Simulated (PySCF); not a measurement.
## C₅H₅F₃N (charge −1): excited-state calculation

The run: excited-state calculation of C₅H₅F₃N, charge −1. Method and program: TDDFT OPBE/def2-SVPD, vertical, gas phase, core orbitals frozen in the response (PySCF 2.14.0).

The geometry comes from this level: GFN2-xTB. It belongs to a series of runs on one base structure; here: OPBE/def2-SVPD; 25 states.

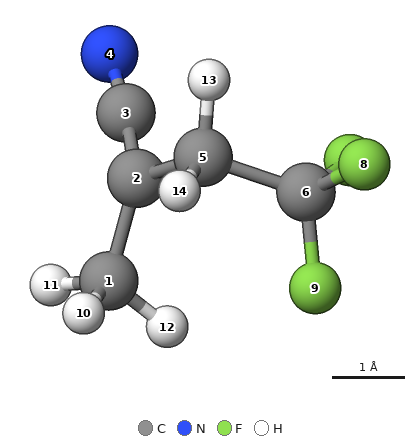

The structure as given in the input (ball-and-stick view, seen at a tilt; atoms are numbered from 1 in the order of the input). Bond lengths as drawn: C–C 1.36 to 1.53 Å, C–F 1.34 to 1.38 Å, C–H 1.09 to 1.10 Å and C–N 1.17 Å.

### Input file
```
{"job": {"kind": "uv", "xc": "OPBE", "basis": "def2-SVPD", "nstates": 25, "ntriplets": 0, "tda": false}, "charge": -1, "multiplicity": 1}
C     -1.570930    -0.645367    -0.363901
C     -0.717857     0.267375     0.477069
C     -1.072096     1.564910     0.667948
N     -1.420515     2.650158     0.940107
C      0.698028    -0.143859     0.719414
C      1.624113    -0.086020    -0.500275
F      1.693952     1.110686    -1.100324
F      2.928552    -0.388596    -0.178791
F      1.318346    -0.972094    -1.471507
H     -1.512294    -1.678562     0.004285
H     -2.613635    -0.328206    -0.313888
H     -1.289325    -0.672561    -1.430888
H      1.163116     0.509562     1.464032
H      0.769866    -1.187899     1.064552
```

The first line tells a small driver script what to run in PySCF; the rest is the geometry in Å.

Launched with:
```bash
OMP_NUM_THREADS=1 python <driver script> task.json out
```

### Output
```
coarse grid: 12856 points
cycle   1  E = -546.9054888991  dE =  1.064e+00  |g| = 1.006e+00  |ddm| = 5.720e+00
cycle   2  E = -545.5550626832  dE =  1.350e+00  |g| = 2.141e+00  |ddm| = 1.442e+02
cycle   3  E = -547.0539374770  dE = -1.499e+00  |g| = 5.350e-01  |ddm| = 1.441e+02
cycle   4  E = -547.1234296198  dE = -6.949e-02  |g| = 1.601e-01  |ddm| = 1.526e+00
cycle   5  E = -547.1176595345  dE =  5.770e-03  |g| = 2.413e-01  |ddm| = 2.006e+00
cycle   6  E = -547.1311013652  dE = -1.344e-02  |g| = 3.704e-02  |ddm| = 7.400e-01
cycle   7  E = -547.1313383459  dE = -2.370e-04  |g| = 1.768e-02  |ddm| = 1.243e-01
cycle   8  E = -547.1313973265  dE = -5.898e-05  |g| = 2.576e-03  |ddm| = 3.588e-02
cycle   9  E = -547.1313986436  dE = -1.317e-06  |g| = 9.565e-04  |ddm| = 1.640e-02
final grid: 128704 points
cycle  10  E = -547.1957524894  dE = -1.036e-04  |g| = 1.807e-02  |ddm| = 3.624e-01
cycle  11  E = -547.1956891338  dE =  6.336e-05  |g| = 2.620e-02  |ddm| = 1.086e-01
cycle  12  E = -547.1958106312  dE = -1.215e-04  |g| = 2.900e-03  |ddm| = 6.041e-02
cycle  13  E = -547.1958123093  dE = -1.678e-06  |g| = 1.024e-03  |ddm| = 8.610e-03
cycle  14  E = -547.1958124461  dE = -1.368e-07  |g| = 6.688e-04  |ddm| = 3.940e-03
cycle  15  E = -547.1958125503  dE = -1.042e-07  |g| = 7.238e-05  |ddm| = 1.636e-03
cycle  16  E = -547.1958125514  dE = -1.079e-09  |g| = 3.347e-05  |ddm| = 5.508e-04
cycle  17  E = -547.1958125516  dE = -2.478e-10  |g| = 1.175e-05  |ddm| = 2.112e-04
```

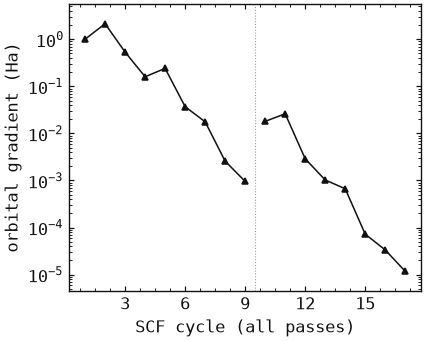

Convergence of the self-consistent field: orbital gradient against the SCF cycle. The dotted line marks the change from a coarse to the final integration grid. The first 9 cycles use a coarse grid, the final grid takes over at cycle 10, and the field converges after 17 cycles in all.

```
converged SCF energy = -547.1958125516

Static polarisability (au): isotropic 83.526, principal 66.326 79.511 104.740

Singlet excitations
state   eV       nm        f      main configurations
  1   2.2430    552.8   0.00492   H->L 1.00
  2   2.8595    433.6   0.00088   H->L+1 1.00
  3   3.3140    374.1   0.02039   H->L+2 0.99
  4   3.5230    351.9   0.00221   H->L+3 0.99
  5   3.7296    332.4   0.00790   H->L+4 0.99
  6   3.9699    312.3   0.00706   H->L+5 0.99
  7   4.2042    294.9   0.00315   H->L+6 0.99
  8   4.6904    264.3   0.00743   H->L+7 1.00
  9   4.8855    253.8   0.03535   H->L+8 0.87
 10   5.0076    247.6   0.02564   H->L+9 0.90
 11   5.2418    236.5   0.02944   H->L+10 0.84
 12   5.7165    216.9   0.00834   H-1->L 0.98
 13   5.7945    214.0   0.03052   H->L+11 0.96
 14   5.9302    209.1   0.01146   H->L+13 0.80, H->L+12 0.18
 15   5.9889    207.0   0.03012   H->L+12 0.52, H->L+14 0.23, H->L+13 0.18
 16   6.1242    202.4   0.00089   H-2->L 0.91
 17   6.1580    201.3   0.02520   H->L+14 0.59, H->L+15 0.15, H->L+12 0.10
 18   6.3316    195.8   0.00883   H->L+15 0.54, H-1->L+1 0.30
 19   6.3375    195.6   0.00050   H-3->L 0.93
 20   6.4430    192.4   0.05499   H-1->L+1 0.57, H->L+15 0.16
 21   6.6033    187.8   0.02367   H->L+16 0.94
 22   6.7624    183.3   0.00107   H-2->L+1 0.62, H-1->L+2 0.35
 23   6.7727    183.1   0.00431   H-1->L+2 0.57, H-2->L+1 0.37
 24   6.9119    179.4   0.00719   H->L+18 0.49, H->L+17 0.31, H->L+19 0.10
 25   6.9549    178.3   0.04677   H->L+18 0.47, H->L+17 0.26, H->L+19 0.11
```

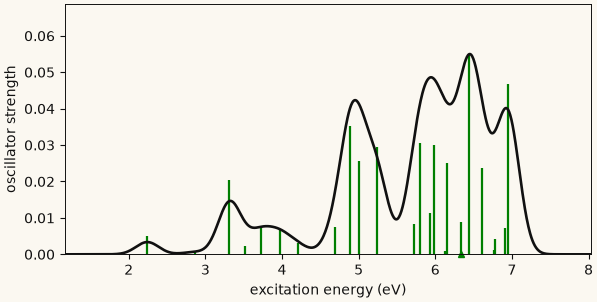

Computed excitations as sticks (degenerate states added up, dark ones marked on the axis), with a Gaussian envelope of 0.35 eV full width at half maximum, scaled to the tallest. Of the 25 states the lowest lies at 2.24 eV (f = 0.005); the strongest line is at 6.44 eV, or 192 nm (f = 0.055).

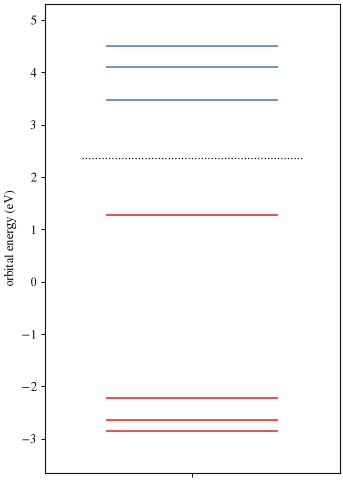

Orbital energies near the frontier; the dotted line parts filled from empty levels, and levels within 0.02 eV of each other stand side by side. Highest filled 1.26 eV, lowest empty 3.48 eV, 2.22 eV apart.

### Key numbers

- outcome: converged
- total energy: −547.195813 hartree
- HOMO: 1.26 eV
- LUMO: 3.48 eV
- mean polarisability: 83.53 a.u.
- lowest excitation: 2.24 eV
- hardware: 1 CPU thread, shared host
- wall time: 61 s
- peak memory: 0.76 GiB

### Notes

Settings chosen away from the usual ones: OPBE/def2-SVPD; 25 states. The highest filled orbital lies above zero: either the extra electron isn't bound at this level, or the self-interaction error of the functional lifts the level.
